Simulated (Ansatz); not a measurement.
The starting structures come from a database of crystals and need not be the phases stable at ambient conditions.

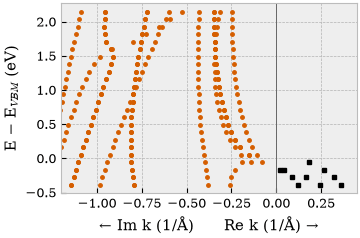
Figure: Complex bands at the centre of the two-dimensional zone; r2SCAN (Ansatz, a quantum-chemistry and plane-wave program)

The gap is the functional's own, uncorrected, and κ follows it; spin-orbit coupling is left out. Mid-gap values are interpolated between the computed energies.

**Question.** This is LiYSe2 (R-3m, not sure to be the ambient phase, 4 atoms a cell, 23.0 Å³ an atom) along the normal of (101). Read off the slowest decay at the centre of the two-dimensional zone at 0.94 eV, the computed energy nearest the middle of the gap.

**Answer.** κ ≈ 0.22 1/Å, a decay length 1/(2κ) of the density of 2.3 Å.
